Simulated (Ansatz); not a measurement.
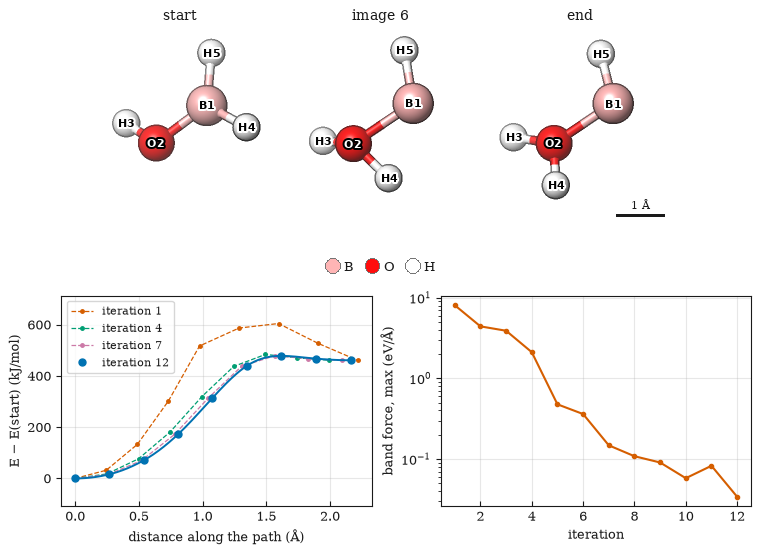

A search for the minimum-energy path of BH₃O by the nudged elastic band. Images are numbered from 0 (start) to 8 (end). The plot follows the band through its iterations. The picture is a ball-and-stick view, seen at a tilt.

Level of theory: RKS PBE-D4/def2-SVP in Ansatz. Set-up: 7 movable images; climbing image; force threshold 0.05 eV/Å; iteration limit 60; starting path through a guess of the saddle point.

> How did the profile develop, and is the result final?

The result is final at these settings. The band converged in 12 iterations. The largest component of the band force went from 8.1 to 0.034 eV/Å. The climbing image converged on the top of the path. Its vibrational analysis gives one imaginary mode (1049i cm⁻¹), as a transition state must have. The first iteration put the highest image at 604.7 kJ/mol. The energy climbs by 478.5 kJ/mol to image 6 and then falls by 17.3 kJ/mol, so the end point sits at +461.2 kJ/mol.

The run took 44 s on 1 thread of Arm Neoverse V2 (shared host), peak memory 0.082 GiB.
